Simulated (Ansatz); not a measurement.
## Run report: BN$_{2}$H$_{5}$, geometry relaxation (part 2 of 2)

BN$_{2}$H$_{5}$; RKS PBE-D4/def2-SVP (Ansatz 0.2.0). The input holds or restrains some coordinates. Forces given for the steps count only the free coordinates. It belongs to a series of runs on one base structure; here: pulled along the bonds that form and break, towards end B.

Geometry of the input (Å):
```
B  0.0000  0.0000  0.0000
H  0.6850  0.0000  1.2095
N  1.7396  0.0000  0.1903
H  2.2062  -0.9179  -0.0615
H  2.1910  0.9179  -0.0879
N  -1.3423  0.0000  -0.7750
H  -2.0112  -0.8164  -0.6764
H  -1.5914  0.8164  -1.4036
```

## Trajectory as extended XYZ, continued
```
8
Properties=species:S:1:pos:R:3:forces:R:3 step=4 energy=-3725.57271
B    -0.4723   -0.0608   -0.1763    6.3744  -1.4670   6.6913
H     1.1233    0.0011    1.2852    2.9713   0.1197  -3.7964
N     1.9516    0.0189    0.4365   -0.1352  -0.1654   1.8668
H     2.2043   -0.8909   -0.0514   -0.7504   1.4616   0.8720
H     2.2079    0.9015   -0.0760   -0.5106  -1.0563   0.9008
N    -1.4736    0.0084   -0.8894   -5.3999   0.6656  -4.7925
H    -2.0385   -0.7963   -0.6934   -1.4079  -0.6501  -0.2713
H    -1.6257    0.8180   -1.4399   -1.1417   1.0919  -1.4708
8
Properties=species:S:1:pos:R:3:forces:R:3 step=5 energy=-3726.96047
B    -0.5496   -0.0981   -0.1375    2.2256  -0.7956   2.9815
H     1.3156    0.0102    1.2552    0.4214   0.0694  -1.3188
N     2.0681    0.0211    0.5365    1.6237  -0.0804   0.0194
H     2.1745   -0.8483   -0.0300   -0.5807   0.8055   0.6360
H     2.1797    0.8668   -0.0559   -0.5032  -0.5767   0.6462
N    -1.5465    0.0071   -0.9714   -0.9358  -0.1006  -1.2802
H    -2.1020   -0.8190   -0.7140   -1.1022   0.2278  -0.6962
H    -1.6629    0.8603   -1.4876   -1.1487   0.4506  -0.9879
8
Properties=species:S:1:pos:R:3:forces:R:3 step=6 energy=-3727.52113
B    -0.5991   -0.1943    0.0234   -0.7598  -0.2055  -0.1879
H     1.4199    0.0306    1.2907    0.5836   0.0485  -1.3749
N     2.1523    0.0368    0.5340    0.5811  -0.1907   0.9897
H     2.0974   -0.7984   -0.0565   -0.3507   0.0280   0.2102
H     2.1361    0.8595   -0.0648   -0.3267   0.2817   0.0761
N    -1.5132   -0.0299   -1.0265    1.6316  -0.1858   1.3220
H    -2.1987   -0.7728   -0.7899   -0.6273   0.6451  -0.7711
H    -1.6178    0.8685   -1.5149   -0.7319  -0.4213  -0.2641
8
Properties=species:S:1:pos:R:3:forces:R:3 step=7 energy=-3727.76058
B    -0.6296   -0.2993    0.1385   -0.5885  -0.1045  -0.3316
H     1.4711    0.0236    1.2889    0.0684   0.0523  -0.6987
N     2.1490    0.0482    0.5046    0.5558   0.0350  -0.1259
H     1.9550   -0.7421   -0.1297   -0.1459   0.1272   0.3641
H     2.0481    0.9047   -0.0609   -0.1805  -0.0857   0.3501
N    -1.4327   -0.0605   -0.9893    0.9854  -0.4068   1.3696
H    -2.2500   -0.6819   -0.8204   -0.1891   0.6307  -0.6944
H    -1.4340    0.8073   -1.5362   -0.5056  -0.2481  -0.2333
8
Properties=species:S:1:pos:R:3:forces:R:3 step=8 energy=-3727.94723
B    -0.6300   -0.3459    0.2707   -0.4965  -0.1494   0.0114
H     1.5134    0.0011    1.2820    0.1095   0.0541  -0.6261
N     2.1270    0.0606    0.4442    0.2693   0.0847   0.0669
H     1.8500   -0.7087   -0.1821   -0.0459   0.0517   0.2149
H     1.9310    0.9368   -0.0620   -0.0800  -0.0709   0.2200
N    -1.3891   -0.0396   -0.8580   -0.0319  -0.1282   0.1122
H    -2.2583   -0.6047   -0.9361    0.3099   0.3602  -0.0774
H    -1.2671    0.7005   -1.5634   -0.0344  -0.2021   0.0781
8
Properties=species:S:1:pos:R:3:forces:R:3 step=9 energy=-3728.00751
B    -0.6469   -0.4489    0.3340   -0.2470  -0.1409   0.1780
H     1.5175    0.0090    1.2577    0.0697   0.0158  -0.3856
N     2.0783    0.0845    0.3884    0.1597   0.1539   0.2130
H     1.7718   -0.6960   -0.2042   -0.0269  -0.0107   0.0112
H     1.8173    0.9624   -0.0810   -0.0442  -0.0710   0.0556
N    -1.3360   -0.0407   -0.8004    0.1547   0.2426  -0.3555
H    -2.2401   -0.5037   -0.9566   -0.0653   0.0356   0.0127
H    -1.0851    0.6332   -1.5424   -0.0006  -0.2253   0.2706
8
Properties=species:S:1:pos:R:3:forces:R:3 step=10 energy=-3727.96338 accepted=F
B    -0.6716   -0.4972    0.3994   -0.2037  -0.0173  -0.2706
H     1.5050   -0.0018    1.2460    0.2704   0.1299  -0.6768
N     2.0188    0.1178    0.3399   -0.1350   0.0525   0.7107
H     1.7413   -0.6899   -0.2265   -0.0194  -0.0499  -0.1461
H     1.6703    0.9762   -0.1068   -0.0464  -0.0968   0.0218
N    -1.1951   -0.1643   -0.8594   -1.5374   0.1364   0.1623
H    -2.2530   -0.3543   -0.9058    1.5717   0.1802   0.0241
H    -0.9387    0.6136   -1.4914    0.0998  -0.3349   0.1746
8
Properties=species:S:1:pos:R:3:forces:R:3 step=11 energy=-3728.02145
B    -0.6652   -0.4575    0.3891   -0.2991  -0.0240  -0.1885
H     1.5108   -0.0013    1.2500    0.1847   0.0399  -0.5672
N     2.0393    0.0985    0.3556    0.0121   0.0280   0.5225
H     1.7466   -0.6927   -0.2286   -0.0271  -0.0106  -0.0347
H     1.7327    0.9695   -0.0922   -0.0675   0.0057  -0.0230
N    -1.2607   -0.0946   -0.8249   -0.1384  -0.0834   0.3039
H    -2.2295   -0.4410   -0.9413    0.2443   0.1078  -0.0116
H    -0.9971    0.6190   -1.5123    0.0909  -0.0635  -0.0014
8
Properties=species:S:1:pos:R:3:forces:R:3 step=12 energy=-3728.04113
B    -0.6755   -0.4943    0.4144   -0.2247  -0.0005  -0.1161
H     1.5103   -0.0071    1.2402    0.1747   0.0572  -0.5579
N     2.0159    0.1137    0.3348   -0.0451   0.0367   0.4880
H     1.7407   -0.6893   -0.2431   -0.0163   0.0060  -0.0280
H     1.6632    0.9725   -0.1058   -0.0385  -0.0462   0.0113
N    -1.2530   -0.0712   -0.7858    0.0267   0.0489   0.0011
H    -2.2164   -0.4039   -0.9520    0.1547   0.0993   0.0071
H    -0.9082    0.5796   -1.5073   -0.0316  -0.2013   0.1946
8
Properties=species:S:1:pos:R:3:forces:R:3 step=13 energy=-3728.05983
B    -0.6912   -0.5196    0.4463   -0.0990  -0.0546   0.0705
H     1.5104   -0.0243    1.2241    0.1311   0.0709  -0.4935
N     1.9825    0.1408    0.3091   -0.0667   0.0041   0.4177
H     1.7613   -0.6802   -0.2672   -0.0105  -0.0135  -0.0211
H     1.5354    0.9613   -0.1184    0.0020  -0.0124   0.0283
N    -1.2236   -0.0684   -0.7584    0.0039   0.0392  -0.0766
H    -2.2015   -0.3245   -0.9529    0.0479   0.0435   0.0087
H    -0.7964    0.5149   -1.4872   -0.0086  -0.0771   0.0661
8
Properties=species:S:1:pos:R:3:forces:R:3 step=14 energy=-3728.05435 accepted=F
B    -0.7161   -0.5523    0.4983   -0.0388  -0.0035   0.0046
H     1.5101   -0.0449    1.2057    0.1697   0.0962  -0.5888
N     1.9411    0.1581    0.2735   -0.2843   0.0311   0.3715
H     1.6862   -0.6394   -0.3280    0.0534   0.0829   0.0665
H     1.4650    0.9988   -0.0942    0.1108  -0.2104   0.1143
N    -1.1674   -0.1186   -0.7473   -0.3936   0.2572  -0.3825
H    -2.1895   -0.2145   -0.9394    0.6506   0.0410   0.0828
H    -0.6525    0.4127   -1.4732   -0.2678  -0.2946   0.3316
8
Properties=species:S:1:pos:R:3:forces:R:3 step=15 energy=-3728.06469
B    -0.6997   -0.5409    0.4667   -0.0849  -0.0036   0.0322
H     1.5075   -0.0327    1.2143    0.1417   0.0607  -0.5024
N     1.9619    0.1478    0.2923   -0.1001  -0.0468   0.4289
H     1.7266   -0.6618   -0.2960    0.0117   0.0059   0.0086
H     1.5052    0.9764   -0.1073   -0.0037   0.0099   0.0112
N    -1.2074   -0.0583   -0.7381   -0.0035  -0.0589  -0.0173
H    -2.1874   -0.2882   -0.9526    0.0461   0.0521   0.0111
H    -0.7299    0.4577   -1.4838   -0.0073  -0.0194   0.0277
```

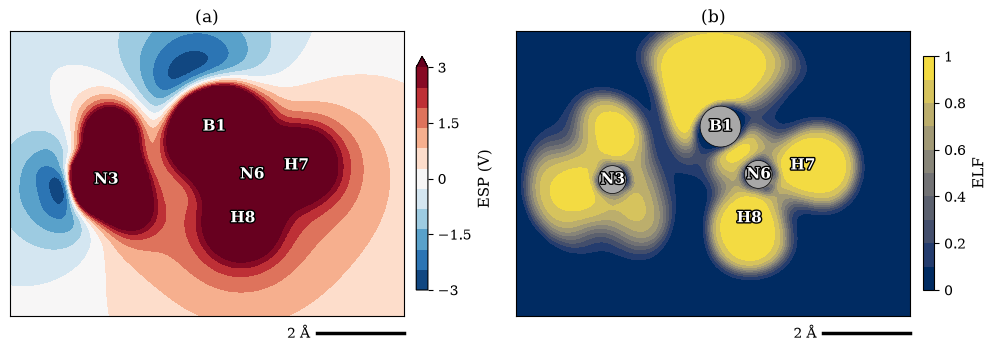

*(a) electrostatic potential; (b) ELF on the plane of atoms B1, N6 and H8. Grey discs, where drawn, cover atomic cores.*

The section cuts through B, N and H sites. B1···N3 (2.75 Å): the ELF is only about 0.15 between them.

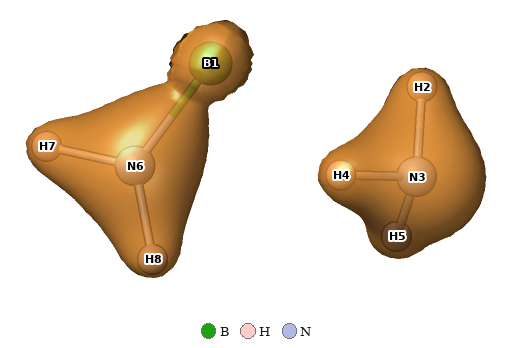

*Isosurface of the electron density at 1 e/Å³ (orange), seen at a tilt.*

At this value the surface falls into two separate pieces. It is pinched off along the B···N (2.75 Å) contacts. On the grid the lowest density along these lines, outside the cores, is 0.13 e/Å³ (B···N, 2.75 Å), 1.5 e/Å³ (B–N, 1.39 Å) and 2.1 e/Å³ (N–H, 1.02 Å).

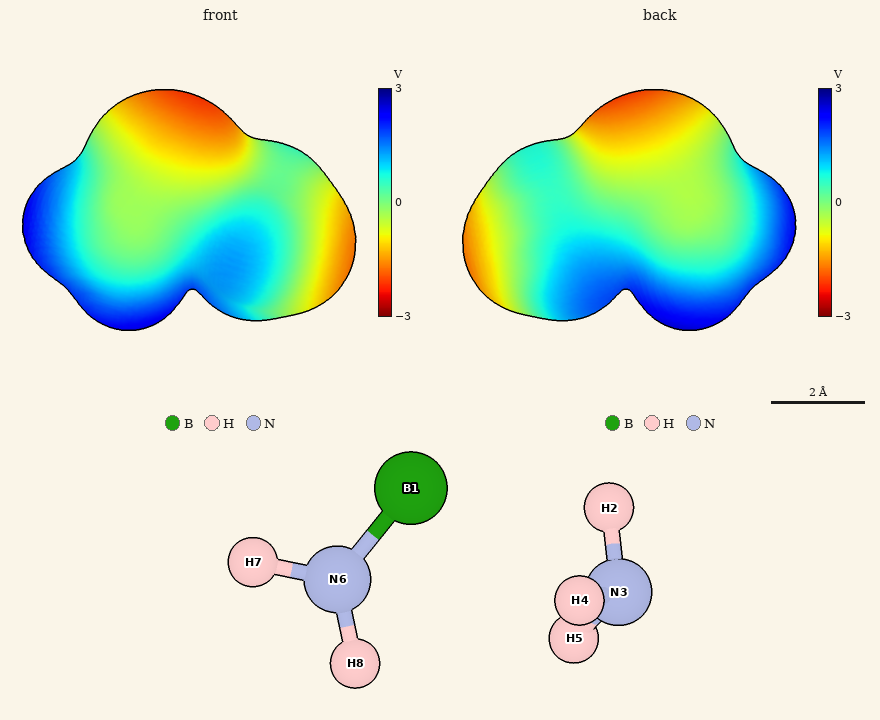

*The molecular electrostatic potential painted on the density surface at 0.002 e/bohr³, seen face on and from behind; the colour scale runs from red (negative) to blue (positive). The bare structure is drawn below in the same view.*
